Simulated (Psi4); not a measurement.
# SiO2 (silicon dioxide molecule): AQCC/aug-cc-pVDZ (density fitting)

Aim: the energy difference between two shapes of SiO2 (silicon dioxide molecule) at AQCC/aug-cc-pVDZ (density fitting), from 2 runs. 

The calculation is run with Psi4 1.11.

2 further runs of the same task are left out: 2 set aside as unsound or not needed.

## Step 1: The system as given

SiO2: 3 atoms, total charge 0, spin state singlet. As SMILES, `O=[Si]=O`. The coordinates come from a GFN2-xTB relaxation.

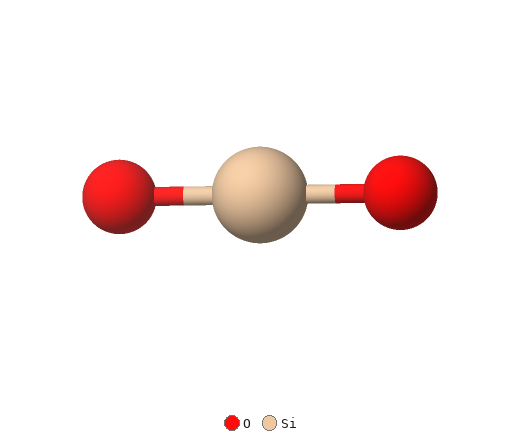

The structure, seen from a chosen angle (oxygen red, silicon light orange).

## Step 2: The energy at AQCC/aug-cc-pVDZ (density fitting)

Input file o2si.xyz:

```xyz
3
O2Si
O      0.691230     1.217290     0.513740
Si    -0.000730     0.000440    -0.000160
O     -0.690510    -1.217740    -0.513580
```

Input file job.py:

```python
import psi4

psi4.set_memory('1600 MB')
psi4.set_num_threads(1)
psi4.core.set_output_file('output.dat', False)

with open('o2si.xyz') as f:
    atoms = ''.join(f.readlines()[2:])
molecule = psi4.geometry('0 1\n' + atoms + '')

psi4.set_options({
    'basis': 'aug-cc-pVDZ',
    'scf_type': 'df',
    'freeze_core': True,
})

e = psi4.energy('aqcc')
print(f'aqcc energy: {e:.10f} Eh')
```

Run with:

```console
$ python job.py
```

output.dat:

```text
[...]
  Running in cs symmetry.
[...]
  Nuclear repulsion =   90.849657212139761
[...]
  Multiplicity = 1
[...]
  Nalpha       = 15
  Nbeta        = 15
[...]
    Number of basis functions: 73
[...]
   @DF-RHF iter   1:  -438.40886154936175   -8.68861e-01   1.37584e-02 DIIS/ADIIS
[...]
   @DF-RHF iter  11:  -438.65167938361367   -6.25278e-13   2.12300e-09 DIIS
[...]
    Orbital Energies [Eh]
    ---------------------
    Doubly Occupied:
       1Ap   -68.899411     2Ap   -20.593345     3Ap   -20.593328
       4Ap    -6.249829     5Ap    -4.356030     6Ap    -4.354851
       1App   -4.354851     7Ap    -1.339801     8Ap    -1.312397
       9Ap    -0.658370    10Ap    -0.576114     2App   -0.559153
      11Ap    -0.559153     3App   -0.512205    12Ap    -0.512205
[...]
  @DF-RHF Final Energy:  -438.65167938361367
   => Energetics <=
    Nuclear Repulsion Energy =             90.8496572121397605
    One-Electron Energy =                -788.1405871436041934
    Two-Electron Energy =                 258.6392505478507928
    Total Energy =                       -438.6516793836136685
[...]
 Multipole Moments:
 ------------------------------------------------------------------------------------
     Multipole            Electronic (a.u.)      Nuclear  (a.u.)        Total (a.u.)
 ------------------------------------------------------------------------------------
 L = 1.  Multiply by 2.5417464519 to convert [e a0] to [Debye]
 Dipole X            :         -0.0030211           -0.0000079           -0.0030290
 Dipole Y            :          0.0018347            0.0000049            0.0018395
 Dipole Z            :          0.0000000            0.0000000            0.0000000
 Magnitude           :                                                    0.0035438
[...]
      * SCS-MP2 total energy:                 -439.128804051419
[...]
      * MP2 total energy:                     -439.148389329274
[...]
```

Standard output:

```text
aqcc energy: -439.1360557542 Eh
```

Wall time 7.8 s (1 thread of Intel Xeon Platinum 8375C at 2.90GHz (Ice Lake), shared host); peak memory 0.31 GiB.

## Step 3: The distorted shape

Input file o2si.xyz:

```xyz
3
O2Si
O      0.696899     1.241650     0.528699
Si     0.023106     0.000244    -0.018568
O     -0.674338    -1.207879    -0.529081
```

Input file run.py:

```python
import psi4

psi4.set_memory(1600000000)
psi4.set_num_threads(1)
psi4.set_output_file('o2si.out', False)

with open('o2si.xyz') as f:
    atoms = ''.join(f.readlines()[2:])
m = psi4.geometry('0 1\n' + atoms + '')

psi4.set_options({
    'basis': 'aug-cc-pVDZ',
    'scf_type': 'df',
    'freeze_core': True,
})

result = psi4.energy("aqcc")
print(f'total energy {result:.8f} hartree = {result * 27.211386:.5f} eV')
```

Run with:

```console
$ python run.py
```

o2si.out:

```text
[...]
  Running in cs symmetry.
[...]
  Nuclear repulsion =   90.314086663993180
[...]
  Multiplicity = 1
[...]
  Nalpha       = 15
  Nbeta        = 15
[...]
    Number of basis functions: 73
[...]
   @DF-RHF iter   1:  -438.40714071414368   -8.90728e-01   1.37634e-02 DIIS/ADIIS
[...]
   @DF-RHF iter  12:  -438.65156387016680   -2.10321e-12   2.64049e-09 DIIS
[...]
    Orbital Energies [Eh]
    ---------------------
    Doubly Occupied:
       1Ap   -68.903167     2Ap   -20.595236     3Ap   -20.594651
       4Ap    -6.252247     5Ap    -4.358173     6Ap    -4.357450
       1App   -4.357450     7Ap    -1.338377     8Ap    -1.309286
       9Ap    -0.658356    10Ap    -0.574604     2App   -0.557885
      11Ap    -0.557884     3App   -0.510881    12Ap    -0.510864
[...]
  @DF-RHF Final Energy:  -438.65156387016680
   => Energetics <=
    Nuclear Repulsion Energy =             90.3140866639931801
    One-Electron Energy =                -787.0582796276132740
    Two-Electron Energy =                 258.0926290934532972
    Total Energy =                       -438.6515638701667967
[...]
 Multipole Moments:
 ------------------------------------------------------------------------------------
     Multipole            Electronic (a.u.)      Nuclear  (a.u.)        Total (a.u.)
 ------------------------------------------------------------------------------------
 L = 1.  Multiply by 2.5417464519 to convert [e a0] to [Debye]
 Dipole X            :         -0.0697588           -0.0001735           -0.0699322
 Dipole Y            :         -0.0324043           -0.0000919           -0.0324962
 Dipole Z            :          0.0000000            0.0000000            0.0000000
 Magnitude           :                                                    0.0771137
[...]
      * SCS-MP2 total energy:                 -439.130654040353
[...]
      * MP2 total energy:                     -439.150375542017
[...]
```

Standard output:

```text
total energy -439.13752520 hartree = -11949.54071 eV
```

Wall time 6 s (1 thread of Intel Xeon Platinum 8375C at 2.90GHz (Ice Lake), shared host); peak memory 0.3 GiB.

## Step 4: Outcome

Level: AQCC/aug-cc-pVDZ (density fitting), 7 core orbitals frozen.

```
                                                    quantity          value
                                   first shape: total energy  -439.13606 Eh
            first shape: HOMO energy (Hartree–Fock orbitals)      -13.94 eV
            first shape: LUMO energy (Hartree–Fock orbitals)       -0.26 eV
          first shape: HOMO–LUMO gap (Hartree–Fock orbitals)       13.68 eV
    first shape: correlation energy (7 core orbitals frozen)     -484.4 mEh
                               distorted shape: total energy  -439.13753 Eh
        distorted shape: HOMO energy (Hartree–Fock orbitals)      -13.90 eV
        distorted shape: LUMO energy (Hartree–Fock orbitals)       -0.29 eV
      distorted shape: HOMO–LUMO gap (Hartree–Fock orbitals)       13.61 eV
distorted shape: correlation energy (7 core orbitals frozen)     -486.0 mEh
                      energy change with the atoms displaced      -0.040 eV
```

In words: With the atoms displaced the energy falls by 0.04 eV (3.9 kJ/mol). The first shape isn't relaxed at this level, so the change isn't measured from a minimum.
